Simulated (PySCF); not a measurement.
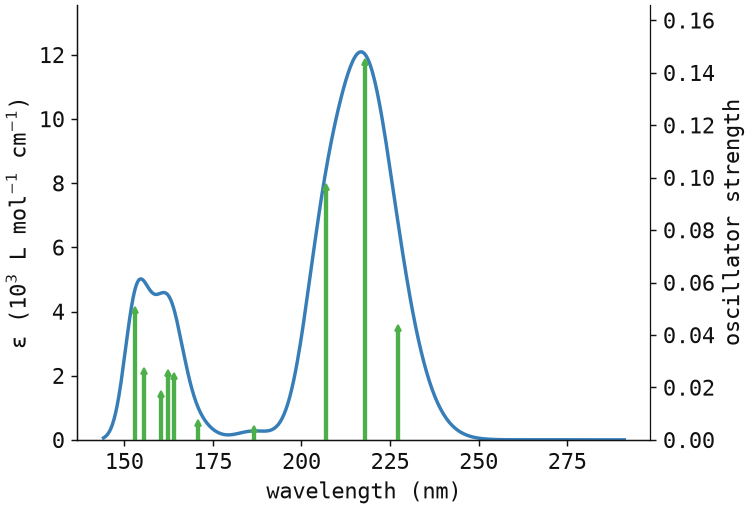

Vertical TDDFT excitations, PBE0/def2-SVP in PySCF 2.14.0, at a PBE0-D3(BJ)/def2-SVP geometry (no frequency check), gas phase. Only the first 10 singlet excitations are included; each is broadened by a Gaussian of 1/e half-width 0.25 eV. Sticks give oscillator strengths (right axis).

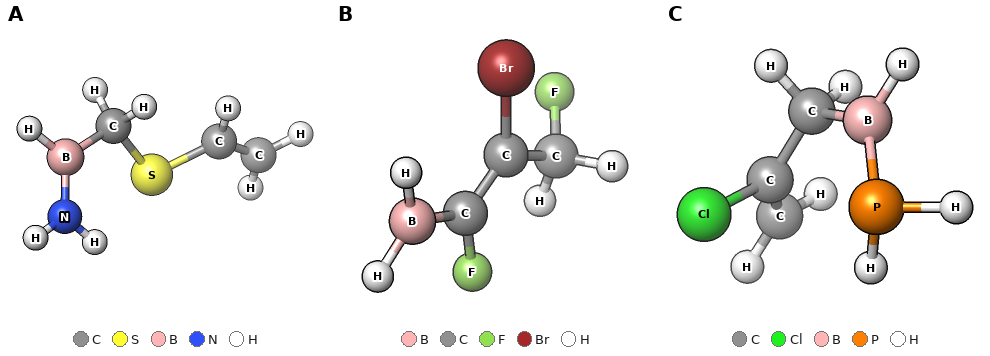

Which molecule gives this spectrum? The candidates are drawn in the second picture.

Answer. Structure A, C₃H₈BNS, SMILES C=CSCBN. Its lowest singlet lies at 5.46 eV (f = 0.043) and the brightest of those computed is S2 at 5.69 eV (218 nm), f = 0.144, mainly HOMO → LUMO+1 (53 %).

Caveats: states above the negative HOMO energy depend on the basis; one conformer of a flexible molecule; core orbitals are frozen in the response; def2-SVP has no diffuse functions, so states with Rydberg character are missing or too high.
